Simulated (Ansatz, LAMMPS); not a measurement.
# Elastic response of glassy 64SiO2-18MgO-9Li2O-9K2O (mol %) (155 atoms), part 5 of 5

How stiff is glassy 64SiO2-18MgO-9Li2O-9K2O (mol %) (155 atoms), and how do its levels respond to strain?

Ansatz 0.2.0; Kohn-Sham DFT, PBE, PAW (set soft_2), plane waves.

The cell: 35 Si, 10 Mg, 10 Li, 10 K and 90 O. The quench rate of 50 K/ps far exceeds what a furnace or splat quench reaches. The network of bonds at the start is that of the classical potential that made the cell. Sampling is at Γ alone.

So far. Step 10 (Stretched by 1 % along x): The relaxation converged after 17 steps, 0.309 eV below its start, with a largest force component of 0.035 eV/Å. Step 10 (Stretched by 1 % along x): Stretched by 1 % along x: the energy stands 0.157 eV below that of the reference, at a pressure of -0.349 GPa.

### 11. Compressed by 1 % along x

The relaxed cell is strained along x alone, which gives the stiffness along x and its coupling to y and z.

input.yaml

```yaml
crystal:
  lattice:
    - [12.33437, -0.01188, 0.00321]
    - [-0.01176, 12.96237, -0.0541]
    - [0.00318, -0.0541, 12.94694]
  atoms:
    [... the 155 atom lines of step 4 ...]
kpoints:
  mp_grid: { grid: [1, 1, 1] }
hamiltonian:
  xc: pbe
scf:
  occupations: { method: fixed }
output:
  forces: true
  eigenvalues: true
  stress: true
relax:
  f_tol: 0.05
  max_steps: 70
```

Started as:

```bash
> ansatz run input.yaml --threads 4 --pin off --max-ram 8192MiB --backend cpu --events-out ev --progress --plain --runs-dir out
```

Numbers of over 12 decimals in the logs are rounded to 6 here.

Output:

```text
[...]
Crystal: 155 atoms, lattice volume = 2069.953 Å³
Basis set: ecut = 420 eV, 40507 PW (Γ), exchange–correlation on 180×180×180 points (8 copies of the dense FFT grid, shifted against one another)
Bands: 605, of which v1, the nominal top of the filled ones, is band 450 counted from 1 (449 counted from 0)
Symmetry: 1 space group operations
[...]
k-points: 1
[...]
SCF iter   1: F=—  HF=-110162.628928 eV  |F-HF|=—  |Δ(HF+E_count)|=         —  Δρ=1.76e-3  dr2=1.10e-1  ethr=1.77e-3  ⟨swp⟩=5.0  Hψ=2135  notcnv=0  defer=153
[...]
SCF iter   6: F=-110162.626948 eV  HF=-110162.626963 eV  |F-HF|=1.50e-5  |Δ(HF+E_count)|=   2.62e-6  Δρ=4.54e-5  dr2=3.98e-5  ethr=6.94e-9  ⟨swp⟩=17.0  Hψ=4039  notcnv=0
SCF 1 converged in 6 iterations: F = -110162.626948 eV  dr2 = 3.98e-5
[...]
relax step   1: F+E_penalty+E_count = -110162.62694799 eV  Δ(F+E_penalty+E_count) = +0.000e0 eV  max|allowed force component| = 4.437e-1 eV/Å  Δτ_max = 0.0000 Å  (6 SCF iters, dr2 threshold 6.25e-5 eV, accepted)
[...]
relax step   2: F+E_penalty+E_count = -110162.69313183 eV  Δ(F+E_penalty+E_count) = -6.618e-2 eV  max|allowed force component| = 2.471e-1 eV/Å  Δτ_max = 0.0425 Å  (6 SCF iters, dr2 threshold 1.23e-5 eV, accepted)
[...]
relax step   3: F+E_penalty+E_count = -110162.72726300 eV  Δ(F+E_penalty+E_count) = -3.413e-2 eV  max|allowed force component| = 9.839e-2 eV/Å  Δτ_max = 0.0417 Å  (7 SCF iters, dr2 threshold 3.82e-6 eV, accepted)
relax step   4: F+E_penalty+E_count = -110162.73514047 eV  Δ(F+E_penalty+E_count) = -7.877e-3 eV  max|allowed force component| = 6.763e-2 eV/Å  Δτ_max = 0.0425 Å  (8 SCF iters, accepted)
relax step   5: F+E_penalty+E_count = -110162.73256482 eV  Δ(F+E_penalty+E_count) = +2.576e-3 eV  max|allowed force component| = 1.108e-1 eV/Å  Δτ_max = 0.0481 Å  (9 SCF iters, rejected (line search))
[...]
relax step   6: F+E_penalty+E_count = -110162.74259822 eV  Δ(F+E_penalty+E_count) = -7.458e-3 eV  max|allowed force component| = 3.041e-2 eV/Å  Δτ_max = 0.0238 Å  (8 SCF iters, accepted)
SCF converged after 8 iterations
Free energy (F): -110162.742598 eV
[...]
Internal energy: -110162.742598 eV  (E = F + TS)
E sigma→0 (E₀):  -110162.742598 eV
Fermi energy:    3.766141 eV
[...]
--- Forces (eV/Å), atoms counted from 1 ---
  atom   1  Si    -0.00357350     0.01238819    -0.00231027
  atom   2  Si     0.00154474     0.00368101    -0.00613335
  atom   3  Si    -0.00882260    -0.00338563    -0.01994870
  atom   4  Si    -0.01219740     0.00940898    -0.02051298
  atom   5  Si    -0.01206860     0.01669037     0.02850159
  atom   6  Si    -0.00018981    -0.00719787     0.00354202
  atom   7  Si     0.00710304     0.00619165    -0.00660170
  atom   8  Si     0.00915544    -0.00743454     0.00660625
  atom   9  Si    -0.01449140    -0.00873015     0.00674970
  atom  10  Si     0.00178418    -0.00889230    -0.00198639
  atom  11  Si    -0.00457265    -0.00424212    -0.00753434
  atom  12  Si     0.00155584    -0.02011914     0.00951755
  atom  13  Si    -0.00127953     0.01093296     0.00081812
  atom  14  Si    -0.00277192     0.00859881    -0.00582246
[...]
atom 154  O      0.00699034    -0.00091146     0.01130951
  atom 155  O      0.00345899    -0.00280250     0.00417614
  max |Σ_I F_I| component: 3.36e-5 eV/Å
--- Stress (GPa, compression-positive) ---
        0.908759       0.028553       0.088864
        0.028551       0.368230       0.010162
        0.088864       0.010161       0.337844
  P = ⅓ Tr σ = 0.5383 GPa (5.383 kbar)
--- Band table (eV) ---
[...]
--- Relaxed structure (6 steps of the walk, 5 accepted, 0 SCFs on fresh bases) ---
  F+E_penalty+E_count = -110162.74259822 eV   max|allowed force component| = 3.041e-2 eV/Å
  atoms:
    - { symbol: Si, position: [0.625942, 0.803857, 0.784546] }
    - { symbol: Si, position: [0.577731, 0.202838, 0.291921] }
    - { symbol: Si, position: [0.061379, 0.817788, 0.170890] }
    - { symbol: Si, position: [0.885902, 0.264264, 0.446674] }
[...]
- { symbol: O, position: [0.799991, 0.298683, 0.540008] }
```

Wall time 82 s (4 threads of AMD EPYC 9R45, shared host); peak memory 3.5 GiB.

The relaxation converged after 6 steps, 0.116 eV below its start, with a largest force component of 0.030 eV/Å.

Compressed by 1 % along x: the energy stands 0.0377 eV above that of the reference, at a pressure of 0.538 GPa.

### 12. Pressure against volume

Atoms are relaxed at each volume, in the scaled cell.

```csv
volume change (%),volume (Å³/atom),energy change (meV/atom),pressure (GPa),largest move on relaxing (Å),bonds,gap (eV)
-10,12.140,18.30,4.72,1.11,293,4.02
-6,12.680,7.46,3.00,0.67,282,4.01
-3,13.085,1.83,1.57,0.13,275,3.92
+0,13.489,0.00,0.03,-,266,3.79
+3,13.894,0.45,-1.21,0.92,267,3.62
+6,14.299,4.64,-1.96,0.89,260,3.48
```

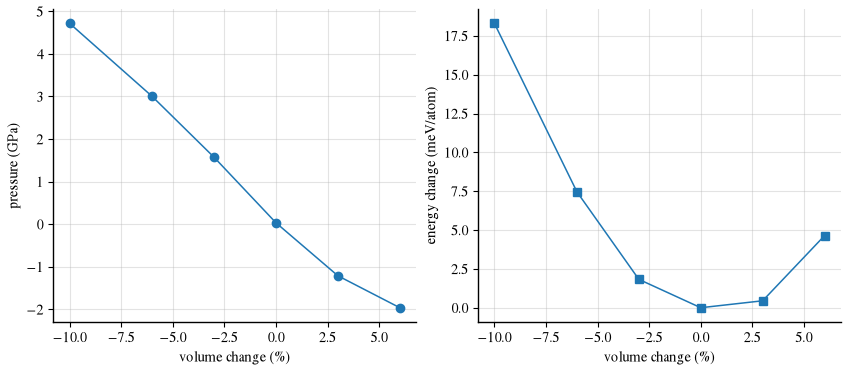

Pressure and energy against volume.

### 13. Uniaxial strain and shear

Stress (GPa, compression positive) less that of the relaxed cell, atoms relaxed:

```
                   strain      xx      yy      zz     xy  energy change (meV/atom)
 stretched by 1 % along x  -0.468  -0.418  -0.259  0.074                     -1.01
compressed by 1 % along x   0.900   0.323   0.295  0.027                      0.24
```

### 14. Findings

The bulk modulus, from the slope of pressure against ln V over the three points nearest the relaxed volume, is 46.4 GPa; between neighbouring points the slope runs 39, 46, 51, 42 and 26 GPa from the smallest volume up, without a steady fall, so no pressure derivative is given. The count of bonds runs from 260 to 293 over the series, so at some points contacts cross the cutoffs. At -10 %, -6 %, +3 % and +6 % some atom moved by over 0.5 Å on relaxing, so those points may sit in another local minimum. The curvature of the energy over the same three points gives 30.0 GPa instead, so stress and energy disagree and the modulus is uncertain by that much. The gap goes from 4.02 eV at the smallest volume to 3.48 eV at the largest, -3.4 eV per unit of ln V by a straight line, on the run's k-points. Stretch and compression disagree (xx stress changes of -0.47 and 0.90 GPa), so C11 is only a mean of unlike responses. The cell stretched by 1 % along x ends below the relaxed cell in energy, so the reference wasn't the lowest nearby minimum and the moduli are doubtful. In the Cartesian axes of the cell, finite differences give C11 = 68.4, C12 = 37.1 and C13 = 27.7 GPa.

Caveats: Strains are finite and relaxations stop at the force tolerance of the input, which can leave moduli too stiff; they are those of a static cell at zero temperature. Volumes are changed with the cell's shape held, so in an anisotropic solid the modulus lies over the one under free hydrostatic load. The program notes that the SCF threshold of the relaxations is loose for the stress.

The DFT runs together took 32 min of wall time.

[Logs are printed without paths, hosts, clocks, repeated set-up lines and the standing remarks that a program may print on its own settings, such as how far it seeks lower states.]

[Hosts, paths, dates, database ids (printed as entryN), source tags and the programs' standing remarks are cut or masked in the printed files.]
